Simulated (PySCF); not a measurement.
# What a change does: NMR shielding calculation on C₆H₉BO₃Si

System: C₆H₉BO₃Si, SMILES OB(O)[SiH2]Oc1ccccc1.
Method of run A: GIAO PBE0/pcSseg-1 NMR shielding, non-relativistic, gas phase (PySCF 2.14.0).

The geometry comes from this level: PBE0-D3(BJ)/def2-SVP. Text and figures count atoms from 1; the logs count them from 0 in places.

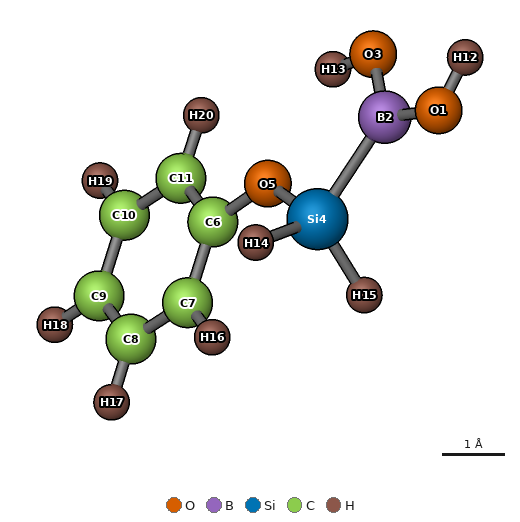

Figure 1. The structure (ball-and-stick view, seen at a tilt; atoms are numbered from 1 in the order of the input).

### Input file, run A
```
{"job": {"kind": "nmr", "xc": "PBE0", "basis": "pcSseg-1"}, "charge": 0, "multiplicity": 1}
O      4.569670    -1.301440     0.126841
B      3.438351    -0.613291    -0.148220
O      3.489022     0.576423    -0.799062
Si     1.588592    -1.264175     0.355174
O      0.723751     0.054180    -0.302805
C     -0.611419     0.269109    -0.348499
C     -1.536685    -0.639874     0.174326
C     -2.901016    -0.365800     0.091382
C     -3.355253     0.806665    -0.508422
C     -2.427769     1.711587    -1.026784
C     -1.064240     1.448738    -0.949447
H      5.355081    -0.837314    -0.191749
H      2.595036     0.930503    -0.917311
H      1.283130    -1.379643     1.816059
H      1.130318    -2.532568    -0.294899
H     -1.190760    -1.563620     0.645655
H     -3.615203    -1.083372     0.502565
H     -4.425080     1.015544    -0.571848
H     -2.769588     2.635566    -1.499694
H     -0.328443     2.147524    -1.352695
```

The first line tells a small driver script what to run in PySCF; the rest is the geometry in Å.

Launched with:
```bash
OMP_NUM_THREADS=1 python <driver script> task.json out
```

Hardware: 1 CPU thread, shared host.

### Output (run A)
```
coarse grid: 18064 points
cycle   1  E = -773.1910391707  dE =  1.782e+00  |g| = 1.015e+00  |ddm| = 4.312e+00
cycle   2  E = -773.0029332945  dE =  1.881e-01  |g| = 1.448e+00  |ddm| = 1.792e+00
cycle   3  E = -773.3783708894  dE = -3.754e-01  |g| = 1.189e-01  |ddm| = 1.144e+00
cycle   4  E = -773.3806863816  dE = -2.315e-03  |g| = 6.098e-02  |ddm| = 1.414e-01
cycle   5  E = -773.3814141145  dE = -7.277e-04  |g| = 1.900e-02  |ddm| = 6.156e-02
cycle   6  E = -773.3814860657  dE = -7.195e-05  |g| = 4.872e-03  |ddm| = 2.030e-02
cycle   7  E = -773.3814913496  dE = -5.284e-06  |g| = 1.743e-03  |ddm| = 6.042e-03
final grid: 172360 points
cycle   8  E = -773.4736572507  dE = -4.004e-05  |g| = 1.159e-02  |ddm| = 4.181e-02
cycle   9  E = -773.4736275590  dE =  2.969e-05  |g| = 1.724e-02  |ddm| = 2.081e-02
cycle  10  E = -773.4736834659  dE = -5.591e-05  |g| = 1.491e-03  |ddm| = 1.279e-02
cycle  11  E = -773.4736839390  dE = -4.731e-07  |g| = 3.019e-04  |ddm| = 1.574e-03
cycle  12  E = -773.4736839519  dE = -1.293e-08  |g| = 1.325e-04  |ddm| = 2.791e-04
cycle  13  E = -773.4736839554  dE = -3.441e-09  |g| = 3.852e-05  |ddm| = 1.357e-04
cycle  14  E = -773.4736839557  dE = -3.301e-10  |g| = 1.632e-05  |ddm| = 5.411e-05
converged SCF energy = -773.4736839557

GIAO shielding tensors (ppm)
atom      isotropic    diamagn.    paramagn.     s11        s22        s33       span
  0 O      200.723     382.234    -181.511     77.356    243.411    281.403    204.046
  1 B       70.001     205.514    -135.513     54.641     60.982     94.379     39.738
  2 O      161.624     391.870    -230.246    -24.851    231.689    278.033    302.884
  3 Si     388.159     882.319    -494.160    331.262    353.994    479.222    147.960
  4 O      233.928     403.126    -169.198    154.558    261.639    285.586    131.028
  5 C       21.776     249.233    -227.457    -70.062     18.949    116.442    186.503
  6 C       65.151     258.916    -193.766    -23.625     53.570    165.507    189.133
  7 C       49.084     252.755    -203.672    -61.173     35.722    172.702    233.875
  8 C       58.298     254.237    -195.939    -48.964     47.061    176.797    225.761
  9 C       48.940     253.265    -204.325    -61.223     35.471    172.571    233.794
 10 C       60.636     253.539    -192.903    -29.170     52.053    159.025    188.194
 11 H       26.722      27.440      -0.718     21.264     22.583     36.319     15.055
 12 H       24.525      36.252     -11.727     15.641     25.067     32.866     17.225
 13 H       26.213      30.777      -4.565     22.714     25.099     30.825      8.111
 14 H       26.195      30.434      -4.239     22.605     25.246     30.733      8.127
 15 H       24.353      34.337      -9.983     19.858     23.951     29.252      9.394
 16 H       23.848      29.404      -5.556     20.323     24.278     26.944      6.621
 17 H       24.187      27.971      -3.784     20.899     25.195     26.466      5.567
 18 H       23.862      28.732      -4.870     20.374     24.499     26.713      6.339
 19 H       24.259      32.637      -8.377     20.188     23.901     28.689      8.501
```

The input of run B differs as follows (lines with − go, lines with + come):
```diff
-"xc": "PBE0"
-"basis": "pcSseg-1"
+"xc": "HF"
+"basis": "pcSseg-2"
+"pop": false
```

Predict how the results change.

The total energies belong to different models, so their difference says nothing on which is more stable or more accurate. The HOMO goes from −6.72 to −8.69 eV. The LUMO goes from −0.37 to 2.65 eV. The dipole moment goes from 0.35 to 0.49 D. Of all shieldings, the largest change is that of Si4, by +34.3 ppm. The method changes from PBE0 to HF. The SCF takes 12 iterations against 14. The basis functions go from 239 to 529.

### Output (run B)
```
final grid: 172360 points
cycle   1  E = -770.7859883520  dE =  2.664e+00  |g| = 8.815e-01  |ddm| = 3.449e+00
cycle   2  E = -770.9452874255  dE = -1.593e-01  |g| = 4.647e-01  |ddm| = 7.989e-01
cycle   3  E = -770.9829877875  dE = -3.770e-02  |g| = 1.032e-01  |ddm| = 3.049e-01
cycle   4  E = -770.9861639201  dE = -3.176e-03  |g| = 1.887e-02  |ddm| = 1.394e-01
cycle   5  E = -770.9862753334  dE = -1.114e-04  |g| = 6.996e-03  |ddm| = 2.750e-02
cycle   6  E = -770.9862893578  dE = -1.402e-05  |g| = 2.038e-03  |ddm| = 7.706e-03
cycle   7  E = -770.9862917067  dE = -2.349e-06  |g| = 7.084e-04  |ddm| = 4.225e-03
cycle   8  E = -770.9862921112  dE = -4.045e-07  |g| = 3.037e-04  |ddm| = 1.599e-03
cycle   9  E = -770.9862922313  dE = -1.200e-07  |g| = 1.686e-04  |ddm| = 7.686e-04
cycle  10  E = -770.9862922637  dE = -3.249e-08  |g| = 7.820e-05  |ddm| = 4.190e-04
cycle  11  E = -770.9862922712  dE = -7.480e-09  |g| = 2.370e-05  |ddm| = 2.451e-04
cycle  12  E = -770.9862922719  dE = -6.353e-10  |g| = 1.054e-05  |ddm| = 6.926e-05
converged SCF energy = -770.9862922719

GIAO shielding tensors (ppm)
atom      isotropic    diamagn.    paramagn.     s11        s22        s33       span
  0 O      225.080     381.323    -156.242    107.128    275.379    292.735    185.607
  1 B       80.322     197.125    -116.803     66.191     72.467    102.308     36.117
  2 O      193.050     389.947    -196.897     31.749    256.548    290.853    259.103
  3 Si     422.484     878.611    -456.127    371.693    404.611    491.147    119.454
  4 O      259.391     401.717    -142.326    191.084    274.847    312.242    121.159
  5 C       23.746     249.640    -225.894    -88.557     28.177    131.618    220.175
  6 C       70.147     255.487    -185.340    -26.231     61.502    175.171    201.401
  7 C       49.440     248.926    -199.486    -73.721     39.450    182.591    256.313
  8 C       63.223     249.276    -186.053    -52.959     57.111    185.517    238.476
  9 C       48.805     248.386    -199.580    -74.669     38.613    182.471    257.139
 10 C       65.119     253.077    -187.958    -33.016     59.273    169.100    202.116
 11 H       27.435      27.589      -0.154     20.701     23.227     38.375     17.673
 12 H       25.086      36.302     -11.216     15.508     23.763     35.987     20.479
 13 H       26.961      31.478      -4.517     23.369     26.111     31.403      8.034
 14 H       26.950      31.120      -4.169     23.265     26.263     31.323      8.058
 15 H       24.661      36.146     -11.486     19.866     24.234     29.882     10.016
 16 H       24.033      30.426      -6.393     20.169     24.278     27.652      7.484
 17 H       24.549      27.617      -3.069     20.682     25.573     27.391      6.709
 18 H       24.030      29.005      -4.975     20.279     24.377     27.433      7.154
 19 H       24.491      34.186      -9.695     20.125     24.069     29.279      9.154
```

### The two runs side by side

| quantity | run A | run B |
| --- | --- | --- |
| outcome | converged | converged |
| total energy (hartree) | −773.473684 | −770.986292 |
| HOMO (eV) | −6.72 | −8.69 |
| LUMO (eV) | −0.37 | 2.65 |
| dipole moment (D) | 0.35 | 0.49 |
| shielding of O1 (ppm) | 200.7 | 225.1 |
| shielding of B2 (ppm) | 70.0 | 80.3 |
| shielding of O3 (ppm) | 161.6 | 193.1 |
| shielding of Si4 (ppm) | 388.2 | 422.5 |
| shielding of O5 (ppm) | 233.9 | 259.4 |
| shielding of C7 (ppm) | 65.2 | 70.1 |
| shielding of C9 (ppm) | 58.3 | 63.2 |
| SCF iterations | 14 | 12 |
| basis functions | 239 | 529 |
| wall time (shared host) | 99 s | 4.7 min |
